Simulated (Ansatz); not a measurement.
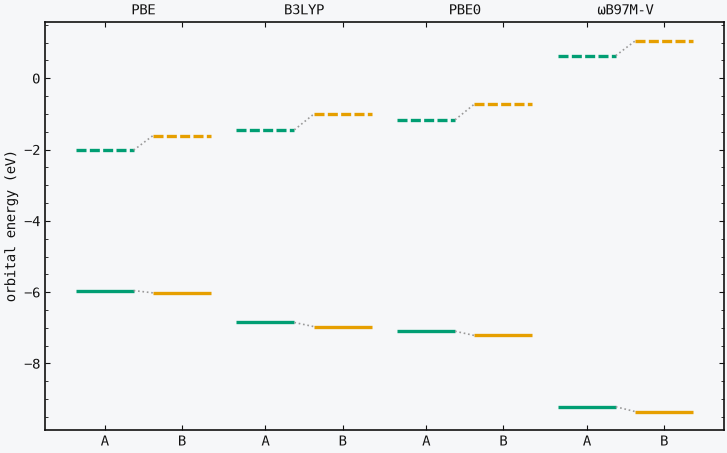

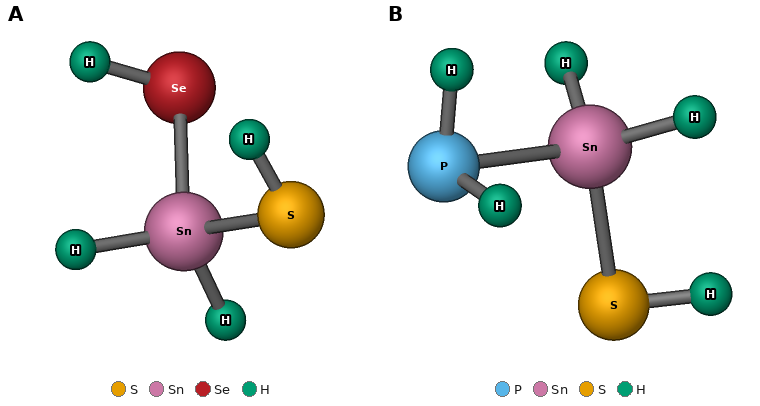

One change: A, SnH₄SeS (SMILES [SH][SnH2][SeH]), becomes B, SnPH₅S (SMILES [PH2][SnH2][SH]). SeH on Sn is replaced by PH₂. HOMO (solid) and LUMO (dashed) computed in def2-TZVPP at PBE0-D4/def2-TZVP geometries, both minima by their frequencies, gas phase, the Ansatz code. Empty levels above zero depend strongly on the basis.

Question: What does the change do to HOMO and LUMO?

Answer: PBE: the HOMO falls by 0.06 eV, the LUMO rises by 0.41 eV, and the separation goes from 3.94 to 4.41 eV. B3LYP: the HOMO falls by 0.11 eV, the LUMO rises by 0.44 eV, and the separation goes from 5.40 to 5.96 eV. PBE0: the HOMO falls by 0.12 eV, the LUMO rises by 0.44 eV, and the separation goes from 5.93 to 6.49 eV. ωB97M-V: the HOMO falls by 0.13 eV, the LUMO rises by 0.41 eV, and the separation goes from 9.85 to 10.39 eV.

Question: Do the functionals agree on the effect?

Answer: They agree on the direction for both levels; the HOMO shift lies between −0.13 and −0.06 eV and the LUMO shift between 0.41 and 0.44 eV, while the separations themselves differ by up to 6.0 eV between functionals.

Note: core potentials past krypton; spin-orbit coupling is left out, and with Sn it can shift these values.
